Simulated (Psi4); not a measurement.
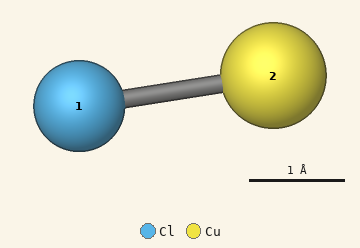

*The input geometry (ball-and-stick view, seen at an oblique angle; atoms are numbered from 1 in the order of the input). Sticks mark near contacts.*

Bond lengths as drawn: Cl–Cu 2.08 Å.

# Run report: CuCl, single-point calculation

- system: CuCl, SMILES [Cl][Cu]
- method: wB97X-D/aug-cc-pVDZ, RKS (Psi4 1.11)

The geometry comes from this level: PBE0-D4/def2-TZVP.

### The program's output
```
Psi4 1.11 release

   => Loading Basis Set <=

    Name: AUG-CC-PVDZ
    Role: ORBITAL
    Keyword: BASIS

   => WB97X-D: Empirical Dispersion <=

    Chai and Head-Gordon Dispersion Correction

        s6 =       1.000000

         ---------------------------------------------------------
                                   SCF
                              RKS Reference
                        1 Threads,   1525 MiB Core
         ---------------------------------------------------------

  ==> Geometry <==

    Molecular point group: c1
    Full point group: C_inf_v

    Geometry (in Angstrom), charge = 0, multiplicity = 1:

       Center              X                  Y                   Z               Mass
    ------------   -----------------  -----------------  -----------------  -----------------
         CL          -0.000000000000     0.000000000000     1.334460353147    34.968852682000
         CU           0.000000000000    -0.000000000000    -0.741535766791    62.929597720000

  Running in c1 symmetry.

  Rotational constants: A = ************  B =      0.17401  C =      0.17401 [cm^-1]
  Rotational constants: A = ************  B =   5216.79298  C =   5216.79298 [MHz]
  Nuclear repulsion =  125.667077291083629

  Charge       = 0
  Multiplicity = 1
  Electrons    = 46
  Nalpha       = 23
  Nbeta        = 23

  ==> Algorithm <==

  SCF Algorithm Type is PK.
  DIIS enabled.
  MOM disabled.
  Fractional occupation disabled.
  Guess Type is SAD.
  Energy threshold   = 1.00e-06
  Density threshold  = 1.00e-06
  Integral threshold = 1.00e-12

  ==> Primary Basis <==

  Basis Set: AUG-CC-PVDZ
    Blend: AUG-CC-PVDZ
    Number of shells: 30
    Number of basis functions: 86
    Number of Cartesian functions: 98
    Spherical Harmonics?: true
    Max angular momentum: 3

  ==> DFT Potential <==

   => LibXC <=

    Version 7.1.2

   => Composite Functional: WB97X-D <=

    wB97X-D Hyb-GGA Exchange-Correlation Functional

    Deriv               =              1
    GGA                 =           TRUE
    Meta                =          FALSE

    Exchange Hybrid     =           TRUE
    MP2 Hybrid          =          FALSE

   => Exchange-Correlation Functionals <=

    1.0000   wB97X-D range-separated functional

   => Exact (HF) Exchange <=

    0.7780            HF,LR [omega = 0.2000]
    0.2220               HF

   => LibXC Density Thresholds  <==

    XC_HYB_GGA_XC_WB97X_D:  1.00E-14

   => Molecular Quadrature <=

    Radial Scheme          =       TREUTLER
    Pruning Scheme         =           NONE
    Nuclear Scheme         =       TREUTLER

    Blocking Scheme        =         OCTREE
    BS radius alpha        =              1
    Pruning alpha          =              1
    Radial Points          =             99
    Spherical Points       =            590
    Total Points           =         114712
    Total Blocks           =           1021
    Max Points             =            255
    Max Functions          =             86
    Weights Tolerance      =       1.00E-15

  ==> Integral Setup <==

  Using in-core PK algorithm.
   Calculation information:
      Number of atoms:                   2
      Number of AO shells:              30
      Number of primitives:            231
      Number of atomic orbitals:        98
      Number of basis functions:        86

      Integral cutoff                 1.00e-12
      Number of threads:                 1

  Performing in-core PK
  Using 20998233 doubles for integral storage.
  We computed 108330 shell quartets total.
  Whereas there are 108345 unique shell quartets.

  Computing range-separated integrals for PK
  We computed 108330 wK shell quartets total.
  Whereas there are 108345 wK unique shell quartets.

  ==> DiskJK: Disk-Based J/K Matrices <==

    J tasked:                  Yes
    K tasked:                  Yes
    wK tasked:                 Yes
    Omega:               2.000E-01
    Memory [MiB]:              882
    Schwarz Cutoff:          1E-12

  Cached 100.0% of DFT collocation blocks in 0.255 [GiB].

  Minimum eigenvalue in the overlap matrix is 9.3848564073E-04.
  Reciprocal condition number of the overlap matrix is 1.9882856224E-04.
    Using symmetric orthogonalization.

  ==> Pre-Iterations <==

  SCF Guess: Superposition of Atomic Densities via on-the-fly atomic UHF (no occupation information).

   -------------------------
    Irrep   Nso     Nmo
   -------------------------
     A         86      86
   -------------------------
    Total      86      86
   -------------------------

  ==> Iterations <==

                        Total Energy        Delta E     RMS |[F,P]|

   @RKS iter SAD: -2098.10937447987271   -2.09811e+03   0.00000e+00
   @RKS iter   1: -2097.67620991041667    4.33165e-01   4.79206e-02 DIIS/ADIIS
   @RKS iter   2: -2054.30864281384265    4.33676e+01   9.92284e-02 DIIS/ADIIS
   @RKS iter   3: -2098.75505312187624   -4.44464e+01   4.35467e-02 DIIS/ADIIS
   @RKS iter   4: -2100.81781649645063   -2.06276e+00   4.33818e-03 DIIS/ADIIS
   @RKS iter   5: -2100.84135628948707   -2.35398e-02   1.93146e-03 DIIS/ADIIS
   @RKS iter   6: -2100.84748303357310   -6.12674e-03   1.94799e-04 DIIS/ADIIS
   @RKS iter   7: -2100.84796610523654   -4.83072e-04   2.37449e-04 DIIS/ADIIS
   @RKS iter   8: -2100.84832620113593   -3.60096e-04   8.75060e-05 DIIS
   @RKS iter   9: -2100.84842229277137   -9.60916e-05   3.28007e-05 DIIS
   @RKS iter  10: -2100.84842712032832   -4.82756e-06   4.56750e-06 DIIS
   @RKS iter  11: -2100.84842777838458   -6.58056e-07   1.00775e-06 DIIS
   @RKS iter  12: -2100.84842779600467   -1.76201e-08   1.26968e-06 DIIS
   @RKS iter  13: -2100.84842779910787   -3.10320e-09   4.77873e-08 DIIS
  Energy and wave function converged.

  ==> Post-Iterations <==

   Electrons on quadrature grid:
      Ntotal   =   46.0000002812 ; deviation = 2.812e-07

    Orbital Energies [Eh]
    ---------------------

    Doubly Occupied:

       1A   -323.263315     2A   -101.665214     3A    -38.976438
       4A    -34.159490     5A    -34.159490     6A    -34.159344
       7A     -9.535532     8A     -7.279561     9A     -7.274844
      10A     -7.274844    11A     -4.425953    12A     -2.916487
      13A     -2.911171    14A     -2.911171    15A     -0.857365
      16A     -0.446386    17A     -0.419067    18A     -0.419067
      19A     -0.394786    20A     -0.394786    21A     -0.359892
      22A     -0.348238    23A     -0.348238

    Virtual:

      24A     -0.049153    25A      0.029741    26A      0.029741
      27A      0.030927    28A      0.044698    29A      0.081280
      30A      0.081280    31A      0.127085    32A      0.163117
      33A      0.176876    34A      0.176876    35A      0.186109
      36A      0.186109    37A      0.195768    38A      0.235197
      39A      0.235197    40A      0.250150    41A      0.293454
      42A      0.293454    43A      0.327256    44A      0.416624
      45A      0.456473    46A      0.456474    47A      0.526353
      48A      0.526353    49A      0.592464    50A      0.651692
      51A      0.651692    52A      0.743169    53A      0.743169
      54A      0.832708    55A      0.880883    56A      0.880883
      57A      1.053639    58A      1.254293    59A      1.276891
      60A      1.276896    61A      1.318643    62A      1.318643
      63A      1.330096    64A      1.489306    65A      1.489306
      66A      1.518002    67A      1.518002    68A      1.540068
      69A      1.540068    70A      1.607920    71A      1.703089
      72A      1.712162    73A      1.712162    74A      2.293942
      75A      2.993661    76A      2.993661    77A      3.055605
      78A      3.055605    79A      3.129148    80A      5.850627
      81A      5.850627    82A      5.863178    83A      5.863179
      84A      5.964482    85A      5.964482    86A      6.183187

    Final Occupation by Irrep:
              A
    DOCC [    23 ]
    NA   [    23 ]
    NB   [    23 ]

  @RKS Final Energy: -2100.84842779910787

   => Energetics <=

    Nuclear Repulsion Energy =            125.6670772910836291
    One-Electron Energy =               -3174.4424958639447141
    Two-Electron Energy =                1018.8403624752355654
    DFT Exchange-Correlation Energy =     -70.9133392389100550
    Empirical Dispersion Energy =          -0.0000324625726737
    VV10 Nonlocal Energy =                  0.0000000000000000
    Total Energy =                      -2100.8484277991078670

Computation Completed

Properties will be evaluated at   0.000000,   0.000000,   0.000000 [a0]

Properties computed using the SCF density matrix

 Multipole Moments:

 ------------------------------------------------------------------------------------
     Multipole            Electronic (a.u.)      Nuclear  (a.u.)        Total (a.u.)
 ------------------------------------------------------------------------------------

 L = 1.  Multiply by 2.5417464519 to convert [e a0] to [Debye]
 Dipole X            :         -0.0000000           -0.0000000           -0.0000000
 Dipole Y            :         -0.0000000            0.0000000           -0.0000000
 Dipole Z            :         -4.2987842            2.2323122           -2.0664719
 Magnitude           :                                                    2.0664719

 ------------------------------------------------------------------------------------

	total time  =        104 seconds =       1.73 minutes

  Variable Map:
  ----------------------------------------------------------------------------
  "CURRENT ENERGY"                       =>   -2100.848427799108
  "CURRENT REFERENCE ENERGY"             =>   -2100.848427799108
  "DD SOLVATION ENERGY"                  =>       0.000000000000
  "DFT FUNCTIONAL TOTAL ENERGY"          =>   -2100.848395336535
  "DFT TOTAL ENERGY"                     =>   -2100.848427799108
  "DFT VV10 ENERGY"                      =>       0.000000000000
  "DFT XC ENERGY"                        =>     -70.913339238910
  "DISPERSION CORRECTION ENERGY"         =>      -0.000032462573
  "GRID ELECTRONS ALPHA"                 =>      23.000000140613
  "GRID ELECTRONS BETA"                  =>      23.000000140613
  "GRID ELECTRONS TOTAL"                 =>      46.000000281227
  "NUCLEAR REPULSION ENERGY"             =>     125.667077291084
  "ONE-ELECTRON ENERGY"                  =>   -3174.442495863945
  "PCM POLARIZATION ENERGY"              =>       0.000000000000
  "PE ENERGY"                            =>       0.000000000000
  "SCF ITERATION ENERGY"                 =>   -2100.848427799108
  "SCF ITERATIONS"                       =>      13.000000000000
  "SCF TOTAL ENERGY"                     =>   -2100.848427799108
  "TWO-ELECTRON ENERGY"                  =>    1018.840362475236
  "WB97X-D DISPERSION CORRECTION ENERGY" =>      -0.000032462573
  "XC GRID RADIAL POINTS"                =>      99.000000000000
  "XC GRID SPHERICAL POINTS"             =>     590.000000000000
  "XC GRID TOTAL POINTS"                 =>  114712.000000000000

  Array Variable Map:
  ----------------------------------------------------------------------------
  "CURRENT DIPOLE"                       =>      -0.000000000037 ... -2.066471911993 1 by 3
  "SCF DIPOLE"                           =>      -0.000000000037 ... -2.066471911993 1 by 3
  "SCF TOTAL ENERGIES"                   =>   -2098.109374479873 ... -2100.848427799108 1 by 14

    Psi4 run time: 0:01:44.51
```

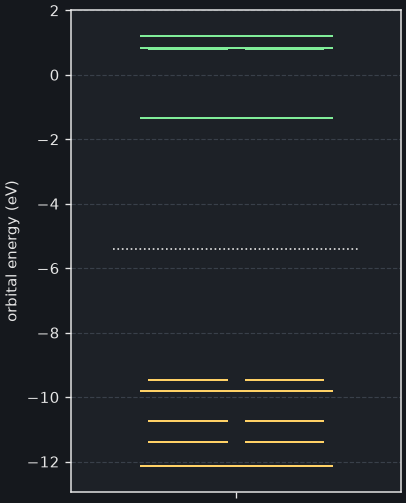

*Orbital energies near the frontier; the dotted line parts filled from empty levels, and levels within 0.02 eV of each other stand side by side.*

Highest filled −9.48 eV, lowest empty −1.34 eV, 8.14 eV apart.

This output came from the following input.

### Input (calc.dat)
```
memory 1.6 GB

molecule m {
  0 1
  Cl     0.898300    -0.345200     0.446400
  Cu    -0.868800     0.285000    -0.442400
  symmetry c1
}

set {
  basis                aug-cc-pVDZ
  reference            rks
  puream               true
  scf_type             pk
  dft_radial_points    99
  dft_spherical_points 590
}

e_tot = energy('wb97x-d')
print_variables()
```

Run as:
```bash
psi4 -i calc.dat -o calc.out -n 1
```

### Results in brief

| quantity | value |
| --- | --- |
| outcome | converged |
| total energy | −2100.848428 hartree |
| dispersion energy | −0.000032 hartree |
| basis functions | 86 |
| HOMO | −9.48 eV |
| LUMO | −1.34 eV |
| dipole moment | 5.25 D |
| hardware | 1 thread of Intel Xeon (Granite Rapids), 64 GiB of memory available, shared host |
| wall time | 1.8 min |
| peak memory | 1.7 GiB |
